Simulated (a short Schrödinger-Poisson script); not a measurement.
Structure: MOS inversion layer, SiO2 on p-type Ge(111), at 300 K.

```tsv
layer	material	thickness (nm)	Na (cm⁻³)
1	SiO2	2.4	-
2	Ge	750	7.5e16
```

The device is made up for the run: typed textbook-type constants, with dimensions and the other settings drawn at random. SiO2: permittivity 3.9, conduction-band edge (eV) 3.1, gap (eV) 9, electron mass (mₑ) 0.5. Ge: permittivity 16, conduction-band edge (eV) 0, gap (eV) 0.664, Nv at 300 K (cm⁻³) 6e18.

Channel valleys (confinement mass, in-plane density-of-states mass, number): L1 1.59, 0.08, 1; L3 0.09, 0.34, 3. At the gate the conduction-band edge of layer 1 lies 3.4 eV − eVg above the Fermi level of the channel; the field vanishes at the back. Gaps are held at their typed values at every temperature. Mesh 0.03 nm at interfaces.

From a short Schrödinger-Poisson script (our own, NumPy): 1D Poisson equation in equilibrium, electrons quantum, Hartree (BenDaniel-Duke, 12 states a valley, the channel's in-plane mass for all, wave functions free to enter the dielectric), parabolic valleys, classical holes, full ionisation, no traps, pinning or gate leakage.

Only gate voltages with over 1e8 electrons/cm² are shown.

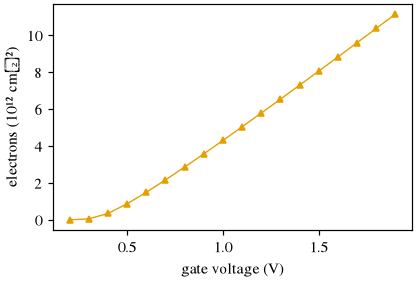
Figure. Sheet density against gate voltage

```tsv
Vg (V)	electrons (cm⁻²)	C (μF/cm²)	L1 E0 (meV)	L1 E1 (meV)	L3 E0 (meV)	L3 E1 (meV)
0.2	2.19e9	0.151	201.7	220.8	236.5	284.3
0.3	4.81e10	0.311	118.3	139.4	156.4	208.8
0.4	3.42e11	0.745	62.4	87.3	106.0	162.9
0.5	8.67e11	0.954	32.0	61.9	82.4	143.7
0.6	1.49e12	1.05	11.8	46.7	68.8	133.9
0.7	2.16e12	1.10	-3.8	35.8	59.4	127.9
0.8	2.86e12	1.14	-16.8	27.4	52.1	123.8
0.9	3.57e12	1.16	-28.3	20.3	46.1	120.7
1	4.30e12	1.18	-38.7	14.2	40.9	118.3
1.1	5.04e12	1.19	-48.2	8.7	36.3	116.4
1.2	5.78e12	1.20	-57.2	3.8	32.1	114.8
1.3	6.54e12	1.21	-65.7	-0.8	28.3	113.5
1.4	7.30e12	1.22	-73.8	-5.0	24.7	112.4
1.5	8.06e12	1.23	-81.6	-8.9	21.3	111.4
1.6	8.83e12	1.23	-89.0	-12.6	18.2	110.6
1.7	9.60e12	1.24	-96.2	-16.0	15.1	109.9
1.8	1.04e13	1.24	-103.1	-19.3	12.3	109.4
1.9	1.12e13	1.25	-109.8	-22.4	9.5	108.9
```

Subbands count from the Fermi level.

Only the L valleys are kept; under strong confinement the Δ valleys of Ge fill too.
